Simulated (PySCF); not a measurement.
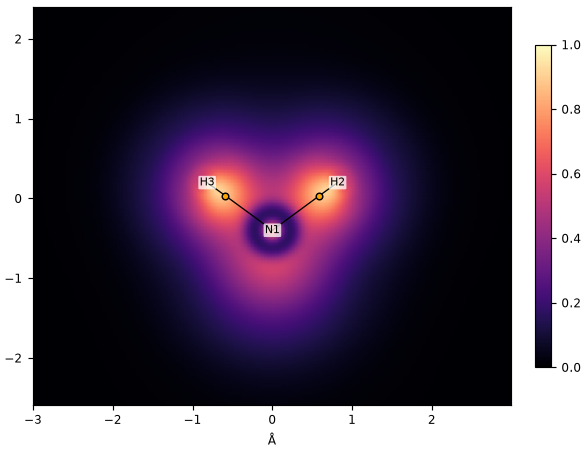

H₃N, SMILES `N`. Localised orbital locator (LOL) in the plane of N1, H2 and H3, with bond paths and bond critical points (dots).

Computed with PySCF, B3LYP/6-311+G**, geometry: GFN2-xTB. No frequency check shows the geometry to be a minimum.

Input script:

```python
import numpy as np
from pyscf import gto, scf, dft
from pyscf.scf import atom_ks, atom_hf
from scipy.linalg import block_diag

def solve(mol, dm0=None, hcore=None):
    mf = (dft.UKS if mol.spin else dft.RKS)(mol, xc='b3lyp')
    mf.grids.level = 3
    mf = mf.density_fit(auxbasis='def2-universal-jkfit')
    mf.conv_tol, mf.max_cycle = 1e-8, 80
    if hcore is not None:
        mf.get_hcore = lambda *args: hcore
    mf.kernel(dm0)
    if not mf.converged:
        mf = mf.newton().run(mf.mo_coeff, mf.mo_occ, max_cycle=30)
    assert mf.converged, 'SCF not converged'
    return mf

mol = gto.M(atom='''
N      0.00002    -0.00002     0.11002
H      0.87174    -0.36201    -0.25676
H     -0.74953    -0.57379    -0.25671
H     -0.12233     0.93596    -0.25667
''', basis='6-311+g**', charge=0, spin=0, verbose=4)
mf = solve(mol)
mf.analyze()
# spherically averaged free atoms, for the promolecule
atm = atom_ks.get_atm_nrks(mol, xc='b3lyp')
pro = block_diag(*[(atm[a[0]][2] * atm[a[0]][3]) @ atm[a[0]][2].T for a in mol._atom])
np.savez('result.npz', e=mf.e_tot, c=mf.mo_coeff, occ=mf.mo_occ, eps=mf.mo_energy, pro=pro, dip=mf.dip_moment(verbose=0), s2=mf.spin_square()[0])
```

Command:

```sh
OMP_NUM_THREADS=1 python input.py
```

The run took 4.1 s on 1 thread of Intel(R) Xeon(R) Platinum 8259CL CPU @ 2.50GHz (Skylake/Cascade Lake), on a shared host, peak memory 0.18 GiB.

Partitions, critical points and surface values were worked out afterwards from this run's density.

Rank the bonds in the plane by LOL at their critical points.

N1–H2 and N1–H3: about 0.88. Values above 0.5 mark slow, localised electrons, as in shared pairs; low values at a critical point mark a polar or closed-shell contact whose critical point lies between the shells.

Where along N1–H2 does the critical point lie?

0.73 Å from N1 and 0.28 Å from H2.
